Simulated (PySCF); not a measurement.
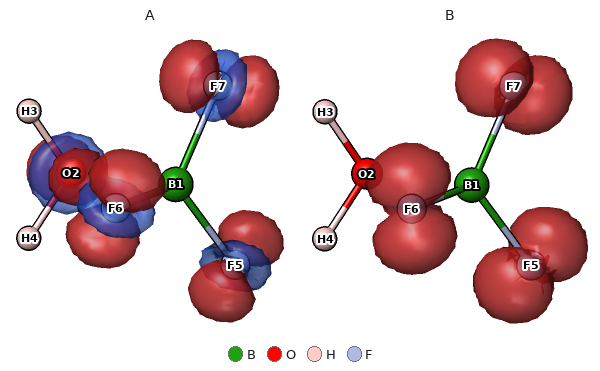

B(H2O)F3 (BF3H2O). The Fukui function f⁻ from two separate SCF calculations and the density of the HOMO, at ±0.08 e/Å³ (red positive, blue negative).

Computed with PySCF, PBE0/6-31+G*, geometry: GFN2-xTB. No frequency check shows the geometry to be a minimum.

**Which panel is which, and how good is the frozen-orbital picture?**

A is f⁻ (it has negative regions), B the HOMO density. The HOMO lies on F5 and F6 (32 % each) and F7 (30 %); f⁻ (Hirshfeld-condensed) is largest on F6 (0.24), F7 (0.22) and F5 (0.20); the vertical ionisation energy is 13.68 eV. Relaxation shifts 29 % of the electron between atoms. The orbital energy is −10.95 eV.
